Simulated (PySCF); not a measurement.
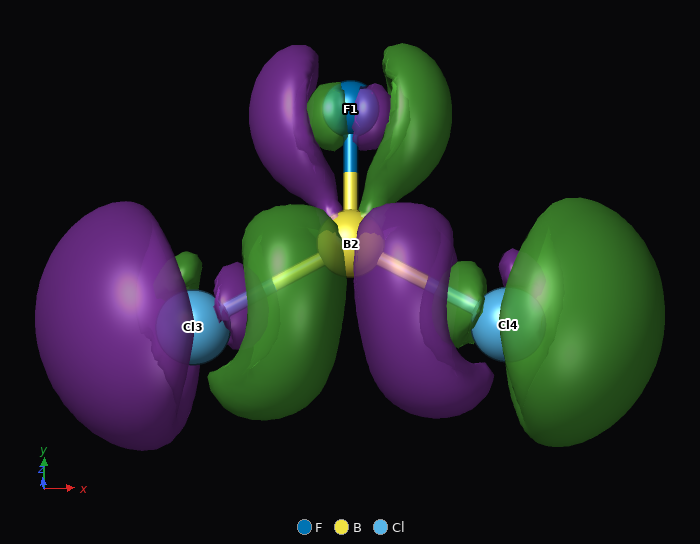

Figure 1: BCl$_{2}$F, SMILES `FB(Cl)Cl`. Change of the electron density in a uniform field of 0.21 V/Å, surfaces at ±0.0015 e/Å³ (purple: gain, green: loss).

PySCF calculation, ωB97X/def2-TZVP, gas phase; geometry: GFN2-xTB. No frequency check shows the geometry to be a minimum. A basis without diffuse functions makes polarisabilities too small. GFN2-xTB bond lengths at metals and heavier atoms can be off by up to 0.1 Å and shapes distorted, which carries into these values.

Geometry (Å), atoms numbered from 1:

```
F1      -0.0005    1.6480    0.0000
B2       0.0000    0.3248    0.0000
Cl3     -1.5083   -0.4842    0.0000
Cl4      1.5085   -0.4838    0.0000
```

Along which Cartesian direction does the field point?

Along +x: electrons gather on the −x side, against the field.

What dipole is induced, and what polarisability does it imply?

The induced dipole is 0.47 D (along the field); α along this axis, from the fields in both directions, is 46 bohr³ (6.9 Å³).

Which atoms gain and lose the most charge?

Electrons gather most on Cl3 (Hirshfeld charge changes by −0.018 e) and leave Cl4 most (+0.018 e); 0.040 electrons are displaced in all.
